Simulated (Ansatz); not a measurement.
## GaN$_{2}$H$_{5}$: geometry relaxation (part 2 of 2)

Continued. System: GaN$_{2}$H$_{5}$. Method: RHF/def2-SVP (Ansatz 0.2.0). The input holds or restrains some coordinates. Forces given for the steps count only the free coordinates. It belongs to a series of runs on one base structure; here: pulled along the bonds that form and break, towards end B.

Geometry of the input (Å):
```
Ga 0.0000  0.0000  0.0000
H  1.0535  0.0000  1.4223
N  2.0931  0.0000  0.3944
H  2.5598  -0.9179  0.1426
H  2.5445  0.9179  0.1162
N  -1.6714  0.0000  -0.9650
H  -2.3403  -0.8164  -0.8664
H  -1.9204  0.8164  -1.5936
```

## Trajectory as extended XYZ, continued
```
8
Properties=species:S:1:pos:R:3:forces:R:3 step=5 energy=-55366.79510
Ga   -0.4724   -0.0091   -0.1483    1.8721  -0.0261   1.8109
H     1.7248    0.0036    1.4573    1.0030   0.0194  -1.4317
N     2.4824    0.0053    0.7621    0.8825  -0.0264   0.9522
H     2.5229   -0.8226    0.1900   -0.4128   0.1873   0.3734
H     2.5096    0.8200    0.1713   -0.4117  -0.1650   0.3875
N    -1.9048   -0.0105   -1.1470   -0.3911  -0.0307  -0.5850
H    -2.4825   -0.8126   -0.9515   -1.0696   0.8569  -1.1330
H    -2.0611    0.8259   -1.6833   -1.4723  -0.8154  -0.3743
8
Properties=species:S:1:pos:R:3:forces:R:3 step=6 energy=-55367.35281
Ga   -0.5171    0.0101    0.0396   -0.5598  -0.0088   0.0934
H     1.8476    0.0075    1.4943    1.0119   0.0100  -1.3154
N     2.5735    0.0050    0.7599    0.1391  -0.0572   0.7223
H     2.4798   -0.8136    0.1753   -0.1598   0.2088   0.3752
H     2.4777    0.8133    0.1633   -0.1635  -0.1602   0.3634
N    -1.8927   -0.0377   -1.2093    1.8006  -0.3225   1.1604
H    -2.5494   -0.7694   -1.0563   -0.9771   0.1944  -0.7016
H    -2.1006    0.7848   -1.7165   -1.0913   0.1355  -0.6976
8
Properties=species:S:1:pos:R:3:forces:R:3 step=7 energy=-55367.57381
Ga   -0.5496    0.0872    0.2211   -1.0220   0.0547  -0.1859
H     1.9215    0.0040    1.4995    0.8075  -0.0347  -1.0344
N     2.5836   -0.0231    0.7142    0.0686  -0.0328   0.9312
H     2.3451   -0.7985    0.1228   -0.0511  -0.0225   0.1006
H     2.4695    0.8158    0.1756   -0.0569   0.0547   0.0717
N    -1.8864    0.0044   -1.0985    0.4240  -0.0030   0.3068
H    -2.4910   -0.7979   -1.1886   -0.0283   0.2627  -0.2207
H    -2.0740    0.7080   -1.7955   -0.1418  -0.2791   0.0309
8
Properties=species:S:1:pos:R:3:forces:R:3 step=8 energy=-55367.61746
Ga   -0.6154    0.0724    0.3858   -0.7501   0.0286   0.1020
H     1.9416    0.0126    1.4807    0.6336  -0.0287  -0.8105
N     2.5305   -0.0131    0.6448    0.0309  -0.0030   0.8205
H     2.2368   -0.7994    0.0943    0.0226  -0.0227  -0.0063
H     2.3424    0.8216    0.1200    0.0153   0.0271  -0.0135
N    -1.7528   -0.0316   -1.0863    0.0691   0.1550  -0.0115
H    -2.4426   -0.7438   -1.2178   -0.1366  -0.3172   0.0176
H    -1.9217    0.6812   -1.7710    0.1151   0.1610  -0.0983
8
Properties=species:S:1:pos:R:3:forces:R:3 step=9 energy=-55367.61475 accepted=F
Ga   -0.6947    0.0951    0.5657   -0.7042   0.0240   0.0773
H     1.9597    0.0105    1.4584    0.4982  -0.0263  -0.6971
N     2.4790   -0.0127    0.5807   -0.2142  -0.0221   0.3042
H     2.1376   -0.8026    0.0487    0.1678   0.2360   0.1825
H     2.2408    0.8257    0.0692    0.1204  -0.2140   0.1452
N    -1.6928   -0.0083   -1.0064   -1.3285  -0.5534  -1.6764
H    -2.3587   -0.7664   -1.2783    1.1342   0.9936   0.7376
H    -1.7522    0.6586   -1.7877    0.3262  -0.4379   0.9267
8
Properties=species:S:1:pos:R:3:forces:R:3 step=10 energy=-55367.63976
Ga   -0.6591    0.0801    0.4715   -0.6963   0.0218   0.1332
H     1.9280    0.0126    1.4651    0.5957  -0.0179  -0.8097
N     2.4913   -0.0105    0.6123   -0.0310   0.0181   0.6780
H     2.1937   -0.8028    0.0695    0.0430   0.0323   0.0357
H     2.2885    0.8234    0.0874    0.0353  -0.0583   0.0535
N    -1.6906   -0.0407   -1.0760   -0.2848  -0.0746  -0.1311
H    -2.3989   -0.7473   -1.2215    0.2228   0.0800   0.0449
H    -1.8341    0.6851   -1.7579    0.1153  -0.0015  -0.0045
8
Properties=species:S:1:pos:R:3:forces:R:3 step=11 energy=-55367.66710
Ga   -0.7029    0.0911    0.5605   -0.7065   0.0182   0.0496
H     1.9210    0.0092    1.4493    0.5767  -0.0172  -0.8474
N     2.4494   -0.0102    0.5737   -0.0699   0.0083   0.7178
H     2.1389   -0.8030    0.0393    0.0386   0.0346   0.0246
H     2.2322    0.8264    0.0598    0.0330  -0.0506   0.0358
N    -1.6467   -0.0374   -1.0480   -0.1435  -0.0511  -0.0278
H    -2.3372   -0.7512   -1.2312    0.1756   0.0719   0.0378
H    -1.7359    0.6750   -1.7529    0.0961  -0.0141   0.0095
8
Properties=species:S:1:pos:R:3:forces:R:3 step=12 energy=-55367.70064
Ga   -0.7655    0.1070    0.6807   -0.6990   0.0167  -0.1043
H     1.9059    0.0042    1.4258    0.5830  -0.0246  -1.0194
N     2.3831   -0.0112    0.5175   -0.0915  -0.0018   0.9342
H     2.0576   -0.8027   -0.0075   -0.0037   0.0156  -0.0009
H     2.1581    0.8316    0.0205   -0.0017  -0.0115  -0.0053
N    -1.5912   -0.0263   -1.0006    0.0021   0.0947  -0.0760
H    -2.2387   -0.7626   -1.2424    0.1467   0.1130   0.0419
H    -1.5904    0.6600   -1.7435    0.0642  -0.2020   0.2297
8
Properties=species:S:1:pos:R:3:forces:R:3 step=13 energy=-55367.73469
Ga   -0.8381    0.1299    0.8128   -0.6127   0.0135  -0.2173
H     1.8758   -0.0044    1.3858    0.5373  -0.0256  -1.1094
N     2.2922   -0.0131    0.4464   -0.0755  -0.0076   1.0625
H     1.9406   -0.7980   -0.0698   -0.0403   0.0088  -0.0189
H     2.0571    0.8388   -0.0279   -0.0266   0.0068  -0.0286
N    -1.5045   -0.0191   -0.9415    0.0770   0.1697  -0.2025
H    -2.1082   -0.7705   -1.2448    0.1374   0.1494   0.0858
H    -1.3960    0.6362   -1.7103    0.0034  -0.3150   0.4284
8
Properties=species:S:1:pos:R:3:forces:R:3 step=14 energy=-55367.76127
Ga   -0.8990    0.1510    0.9223   -0.4942  -0.0148  -0.3667
H     1.8407   -0.0087    1.3387    0.4655  -0.0416  -1.0790
N     2.1951   -0.0182    0.3749   -0.1068  -0.0690   0.9851
H     1.7793   -0.7808   -0.1318   -0.0012   0.1128   0.0398
H     1.9611    0.8495   -0.0716   -0.0212  -0.0129  -0.0243
N    -1.3512   -0.0515   -0.9019   -0.0620   0.0722   0.0686
H    -1.9951   -0.7577   -1.2314    0.1605   0.1219   0.1158
H    -1.2122    0.6163   -1.6487    0.0594  -0.1687   0.2607
8
Properties=species:S:1:pos:R:3:forces:R:3 step=15 energy=-55367.78286
Ga   -0.9217    0.1440    0.9532   -0.4364   0.0000  -0.1089
H     1.8235   -0.0271    1.3100    0.4347  -0.0145  -1.0192
N     2.1553   -0.0155    0.3393   -0.1460  -0.0655   0.8885
H     1.6796   -0.7290   -0.1851    0.0285   0.0466   0.0408
H     1.9461    0.8785   -0.0666    0.0091   0.0213   0.0097
N    -1.3318   -0.0641   -0.8658    0.1136   0.1142   0.0355
H    -2.0023   -0.7282   -1.2187    0.0711   0.0921   0.0051
H    -1.0299    0.5413   -1.6158   -0.0747  -0.1941   0.1486
8
Properties=species:S:1:pos:R:3:forces:R:3 step=16 energy=-55367.79693
Ga   -0.9469    0.1638    0.9799   -0.3383   0.0242   0.0564
H     1.7995   -0.0687    1.2838    0.4139   0.0525  -0.9825
N     2.1155   -0.0057    0.3110   -0.0470  -0.1267   0.9649
H     1.6431   -0.6975   -0.2414   -0.0359   0.0495  -0.0211
H     1.9139    0.9101   -0.0450   -0.0290   0.0204  -0.0227
N    -1.2850   -0.0771   -0.8400   -0.0145  -0.0152  -0.0459
H    -2.0052   -0.6849   -1.1923    0.0005   0.0080   0.0260
H    -0.9161    0.4600   -1.6055    0.0503  -0.0127   0.0249
8
Properties=species:S:1:pos:R:3:forces:R:3 step=17 energy=-55367.80098
Ga   -0.9688    0.1553    1.0121   -0.2975   0.0442   0.0712
H     1.7851   -0.0993    1.2581    0.4087   0.0792  -1.0657
N     2.0784   -0.0023    0.2786   -0.2486  -0.0775   0.8019
H     1.5343   -0.6225   -0.3023    0.1235   0.2017   0.1531
H     1.9399    0.9523   -0.0156   -0.0040  -0.2186   0.0575
N    -1.2538   -0.0973   -0.8146    0.1185   0.1013  -0.5681
H    -2.0338   -0.6307   -1.1761    0.2253   0.1794   0.0564
H    -0.7625    0.3445   -1.5898   -0.3258  -0.3098   0.4936
8
Properties=species:S:1:pos:R:3:forces:R:3 step=18 energy=-55367.80706
Ga   -0.9858    0.1747    1.0372   -0.2632   0.0408   0.0553
H     1.7641   -0.1499    1.2219    0.4114   0.1529  -1.0693
N     2.0452    0.0109    0.2468   -0.1612  -0.0899   0.9549
H     1.4801   -0.5508   -0.3643    0.0225   0.0070   0.0449
H     1.9212    0.9841    0.0233    0.0005  -0.0984   0.0383
N    -1.2201   -0.1210   -0.7910    0.1292   0.0515  -0.5204
H    -2.0543   -0.5523   -1.1684    0.2776   0.1545   0.0493
H    -0.6315    0.2043   -1.5550   -0.4170  -0.2184   0.4471
8
Properties=species:S:1:pos:R:3:forces:R:3 step=19 energy=-55367.81539
Ga   -0.9790    0.1821    1.0333   -0.2741   0.0163   0.0092
H     1.7680   -0.1575    1.2185    0.4125   0.1727  -0.9687
N     2.0528    0.0226    0.2499   -0.1445  -0.1991   0.9400
H     1.5213   -0.5649   -0.3659    0.0005  -0.0014  -0.0056
H     1.8812    0.9871    0.0304   -0.0013   0.0050   0.0018
N    -1.2205   -0.1309   -0.7934   -0.0038   0.0097   0.0505
H    -2.0674   -0.5185   -1.1727   -0.0008  -0.0037  -0.0074
H    -0.6376    0.1799   -1.5496    0.0116   0.0005  -0.0199
```

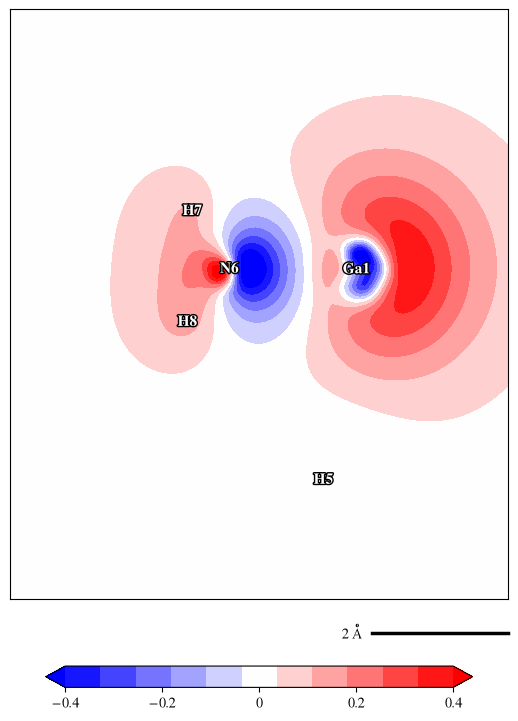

Fig. 1: The HOMO on the plane of atoms Ga1, N6 and H7 (values in Å⁻³ᐟ²; the overall sign is arbitrary). Its weight (Hirshfeld) is mainly on Ga1 (80 %) and N6 (10 %). Its energy is −8.46 eV.

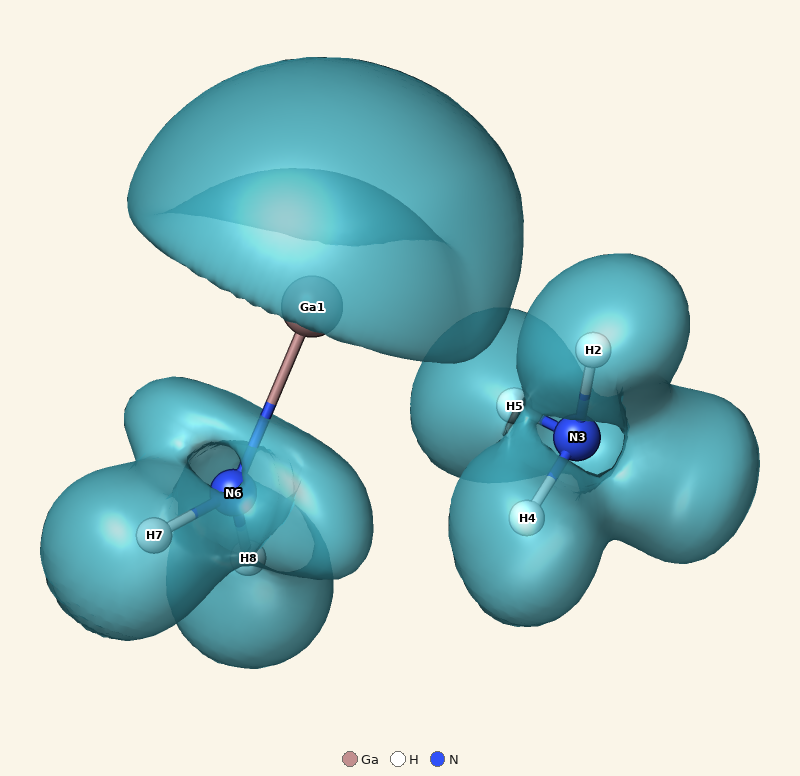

Fig. 2: Isosurface of the electron localisation function at 0.75 (cyan), seen at a tilt. Core shells and regions of very low density are left out. Profiles from the grid: Ga1···N3 (3.14 Å): the ELF is only about 0.05 between them. Ga–N (1.87 Å): the ELF peaks at about 0.90 in the valence shell of N, 0.6 Å from its nucleus, and is about 0.35 at the midpoint.

## Key numbers

- outcome: converged under the restraints of the input
- total energy: −55367.8154 eV
- mean-field energy: −55367.8154 eV
- largest force (length of the vector) at the end, held atoms and coordinates included: 1.067 eV/Å
- wall time: 25 s
- peak memory: 0.17 GiB
